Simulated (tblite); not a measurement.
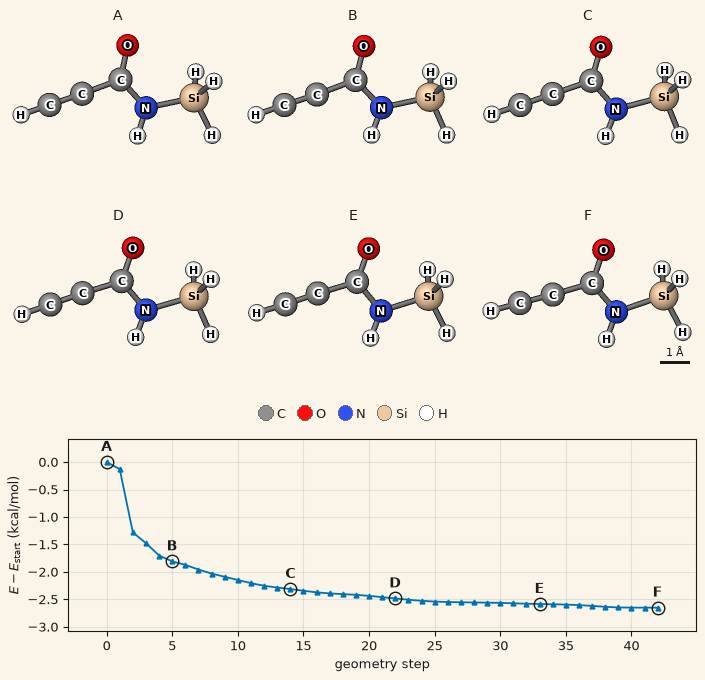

Frames of a relaxation of C$_{3}$H$_{5}$NOSi, marked on the history of the run. Style: ball-and-stick. Shown from a free direction.

These are results of GFN2-xTB geometry optimisation, dihedral held, gas phase (tblite), not measurements. 

Q: Describe the path.

A: Over 42 geometry steps the energy falls by 2.65 kcal/mol. The largest move after the best rigid fit is that of the O atom, 0.27 Å. Largest moves by element: O 0.27 Å, H 0.18 Å, N 0.14 Å, C 0.14 Å, Si 0.07 Å. Among the contacts that change: O–Si 3.041 → 2.718 Å, H–Si 1.485 → 1.457 Å, N–Si 1.733 → 1.759 Å, C–N 1.367 → 1.349 Å. Among the angles between lasting bonds that change: Si–N–H 117.3° → 127.2°, C–N–Si 122.2° → 113.5°, O–C–N 126.0° → 120.1°. From step 0 to 5: the O atom moves most (0.06 Å), energy −1.81 kcal/mol. From step 5 to 14: the O atom moves most (0.08 Å), energy −0.50 kcal/mol. From step 14 to 22: the O atom moves most (0.08 Å), energy −0.17 kcal/mol. From step 22 to 33: an H atom moves most (0.06 Å), energy −0.10 kcal/mol. From step 33 to 42: an H atom moves most (0.08 Å), energy −0.07 kcal/mol.

```csv
step,"E − E(0), kcal/mol"
0,0.00
1,-0.13
2,-1.28
3,-1.48
4,-1.70
5,-1.81
6,-1.87
7,-1.96
8,-2.03
9,-2.09
10,-2.15
12,-2.25
13,-2.29
15,-2.34
17,-2.39
18,-2.40
20,-2.44
22,-2.48
23,-2.51
25,-2.54
27,-2.55
29,-2.56
30,-2.56
32,-2.58
34,-2.59
35,-2.59
37,-2.62
39,-2.65
40,-2.65
42,-2.65
```
